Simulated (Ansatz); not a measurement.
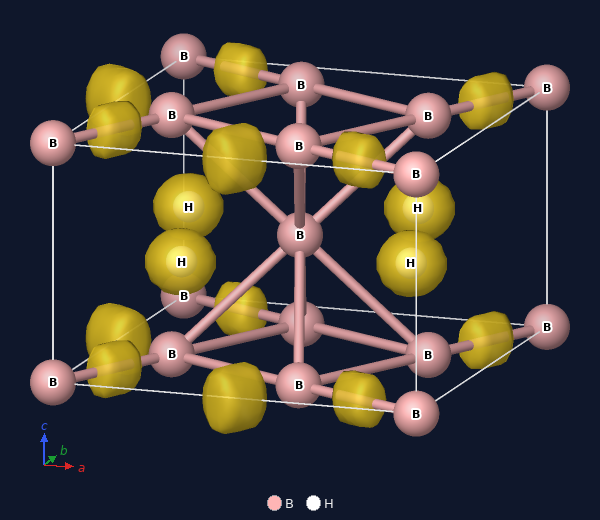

*B$_{3}$H$_{2}$. Isosurface of the electron localisation function at 0.8 (yellow), seen slightly off an axis. Core shells are left out. Sticks mark near contacts.*

Space group P4/m; built by placing these elements on a known structure type; computed pressure about −25 GPa in this cell.

The calculation used DFT, PAW plane waves, PBE (Ansatz).

Core electrons are frozen (PAW), and the valence fields are smoothed inside the atomic spheres.

```
B H
1.0
     4.55610    0.00000    0.00000
     0.00000    4.55610    0.00000
     0.00000    0.00000    2.90737
B H
6 4
Direct
  0.00000 0.00000 0.00000
  0.50000 0.50000 0.50000
  0.18600 0.39100 0.00000
  0.60900 0.18600 0.00000
  0.81400 0.60900 0.00000
  0.39100 0.81400 0.00000
  0.30900 0.12500 0.50000
  0.87500 0.30900 0.50000
  0.69100 0.87500 0.50000
  0.12500 0.69100 0.50000
```

### Identify the bonds, lone pairs and shells in this picture.

The surface consists of six regions between bonded B–B atoms and four regions around hydrogen nuclei, counted in one cell of 10 atoms. Regions shared between cells count once.

Values along the shortest contacts:
B–H (1.92 Å): the ELF climbs to about 0.95 towards the hydrogen, as it does in any bond to H. B–B (1.96 Å): the ELF peaks at about 0.90 between the atoms.
